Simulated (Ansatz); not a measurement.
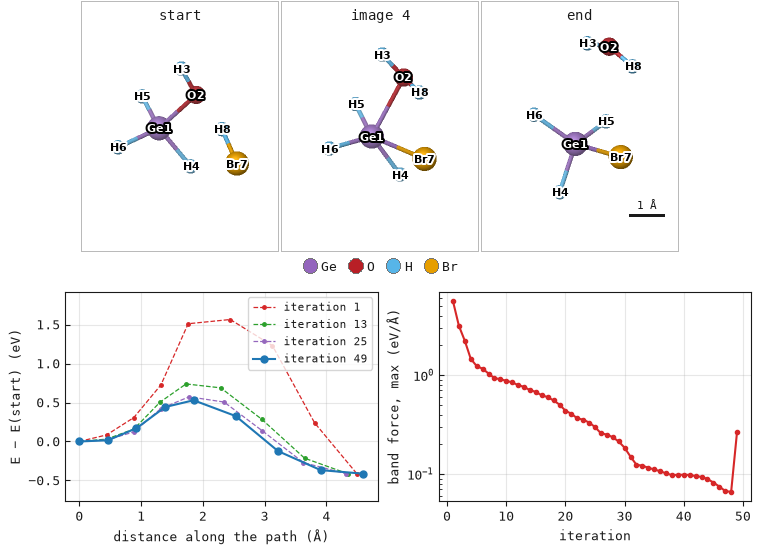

A nudged-elastic-band calculation for GeH5OBr. Images are numbered from 0 (start) to 8 (end). The plot follows the band through its iterations. A ball-and-stick model, seen from a free direction.

Method: RKS B3LYP-D4/def2-SVP in Ansatz 0.2.0. Run with 7 movable images; climbing image; force threshold 0.03 eV/Å; iteration limit 49; optimiser FIRE; largest step 0.02 Å; starting path through a guess of the saddle point.

How did the profile develop, and is the result final?

The result isn't final. The band hadn't converged when the run stopped after 49 iterations. The largest component of the band force went from 5.6 to 0.27 eV/Å. The barrier read from it is provisional, though the highest image hardly moved in the last two iterations. The step length is far from the usual. The first iteration put the highest image at 1.56 eV. The energy climbs by 0.53 eV to image 4 and then falls by 0.94 eV, so the end point sits at −0.41 eV.
